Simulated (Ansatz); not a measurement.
# CH2FNSi (SMILES FC1=N[SiH2]1): revPBE/6-311+G(d,p)

What is the vertical electron affinity of CH2FNSi at revPBE/6-311+G**? 

The results are computed with Ansatz 0.2.0.

93 further runs of the same task are left out: 93 set aside as unsound or not needed.

## 1. The molecule

CH2FNSi has 6 atoms, charge 0, and is taken as a singlet. SMILES: `FC1=N[SiH2]1`. The coordinates come from a PBE0-D4/def2-TZVP relaxation.

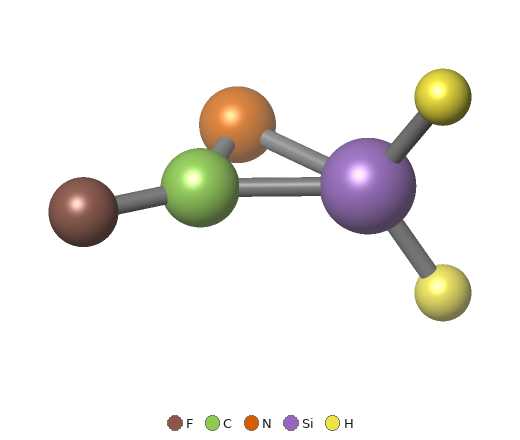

The structure, seen from a chosen angle (fluorine brown, carbon green, nitrogen orange, silicon purple, hydrogen yellow).

## 2. The energy at revPBE/6-311+G(d,p)

input.yaml

```yaml
crystal:
  periodic: [false, false, false]
  atoms:
    - {symbol: F, position_ang: [1.423100, -1.608300, 0.851500]}
    - {symbol: C, position_ang: [0.513000, -0.815400, 0.333600]}
    - {symbol: "N", position_ang: [-0.624100, -1.110900, -0.124500]}
    - {symbol: Si, position_ang: [-0.284400, 0.654600, -0.233900]}
    - {symbol: H, position_ang: [0.001700, 1.243400, -1.557500]}
    - {symbol: H, position_ang: [-0.987300, 1.572700, 0.684600]}
basis:
  gaussian:
    orbitals: 6-311+G_st__st_-spherical.json
hamiltonian:
  xc: {name: revPBE}
accuracy: high
output: {orbitals: {seedname: orbitals}}
```

The basis set 6-311+G** is read from a file made from the Basis Set Exchange's data (not shown).

Command:

```
$ ansatz run input.yaml --threads 1 --pin off --max-ram 3480MiB --events-out events.jsonl --progress --plain --runs-dir runs
```

The log of the run:

```text
Warning: RAYON_NUM_THREADS=1 ignored (pool sized by the plan → 1); use --threads N
Functional definition: revPBE
  name "revPBE"
  parameter kappa = 1.245
  parameter beta = 0.06672455060314922
  exchange = pbe_x(kappa = kappa, mu = beta*pi^2/3)
  correlation = pbe_c(beta = beta)
1948 factors; integrals over basis functions are off by at most 3.8e-9 eV
mean field evaluation 1: about -13141.2005 eV, gradient 6.7e1 eV
mean field evaluation 2: about -13067.1300 eV, gradient 1.5e2 eV
mean field evaluation 4: about -13149.7533 eV, gradient 2.2e1 eV
mean field evaluation 8: about -13150.7133 eV, gradient 2.3e-1 eV
mean field evaluation 16: about -13150.7107 eV, gradient 5.4e-6 eV
mean field -13150.71067457 eV, -483.2797034185 hartree, gradient 8.9e-8 eV, S^2 0.000000; 0 other end points of the search recorded, 0 dependent functions left out
reference -13150.71068116 eV, -483.2797036609 hartree; 19, 19 occupied and 89, 89 virtual orbitals, 1948 factors
Total energy: -13150.71068116 eV, -483.2797036609 hartree
```

Wall time 6.6 s (1 thread of Arm Neoverse V1, shared host); peak memory 0.26 GiB.

## 3. The doublet anion at the same level

run.yaml

```yaml
basis:
  gaussian:
    orbitals: 6-311+G_st__st_-spherical.json
crystal:
  periodic: [false, false, false]
  atoms:
    - symbol: F
      position_ang: [1.423100, -1.608300, 0.851500]
    - symbol: C
      position_ang: [0.513000, -0.815400, 0.333600]
    - symbol: "N"
      position_ang: [-0.624100, -1.110900, -0.124500]
    - symbol: Si
      position_ang: [-0.284400, 0.654600, -0.233900]
    - symbol: H
      position_ang: [0.001700, 1.243400, -1.557500]
    - symbol: H
      position_ang: [-0.987300, 1.572700, 0.684600]
total_charge: -1
magnetization:
  spin_polarized: true
  initial_magnetization: 1
hamiltonian:
  xc: {name: revPBE}
accuracy: high
output: {orbitals: {seedname: orbitals}}
```

The basis set 6-311+G** is read from a file made from the Basis Set Exchange's data (not shown).

Command:

```
$ ansatz run run.yaml --threads 1 --pin off --max-ram 3480MiB --events-out events.jsonl --progress --plain --runs-dir runs
```

The log of the run (excerpt; [...] marks lines left out):

```text
Warning: RAYON_NUM_THREADS=1 ignored (pool sized by the plan → 1); use --threads N
[... 6 set-up lines as earlier in the session ...]
1947 factors; integrals over basis functions are off by at most 3.8e-9 eV
mean field evaluation 1: about -13140.0596 eV, gradient 5.2e1 eV
mean field evaluation 2: about -13050.4906 eV, gradient 1.3e2 eV
mean field evaluation 4: about -13147.7247 eV, gradient 2.6e1 eV
mean field evaluation 8: about -13150.4331 eV, gradient 1.4e-1 eV
mean field evaluation 16: about -13150.4308 eV, gradient 2.7e-4 eV
mean field evaluation 32: about -13149.2345 eV, gradient 4.5e0 eV
mean field -13150.43080172 eV, -483.2694182810 hartree, gradient 4.8e-8 eV, S^2 0.751834; 10 other end points of the search recorded, 0 dependent functions left out
reference -13150.43080630 eV, -483.2694184493 hartree; 20, 19 occupied and 88, 89 virtual orbitals, 1947 factors
Total energy: -13150.43080630 eV, -483.2694184493 hartree
```

Wall time 20 s (1 thread of Arm Neoverse V1, shared host); peak memory 0.34 GiB.

## 4. Outcome

Level: revPBE/6-311+G**.

| quantity | value |
| --- | --- |
| singlet CH2FNSi: total energy | -483.27970 Eh |
| singlet CH2FNSi: HOMO energy | -6.33 eV |
| singlet CH2FNSi: LUMO energy | -1.99 eV |
| singlet CH2FNSi: HOMO–LUMO gap | 4.35 eV |
| doublet anion: total energy | -483.26942 Eh |
| doublet anion: HOMO energy (highest over α and β) | 2.29 eV |
| doublet anion: LUMO energy (lowest over α and β) | 2.93 eV |
| doublet anion: ⟨S²⟩ | 0.752 |
| vertical electron affinity (to the doublet anion) | -0.280 eV |

The anion lies 0.28 eV (6.5 kcal/mol) above the neutral: the electron isn't bound at this level, and such a value depends on the basis. The HOMO (doublet anion) lies at positive energy, 2.29 eV, as semi-local functionals often give for anions; only total energies tell whether the electron is bound.
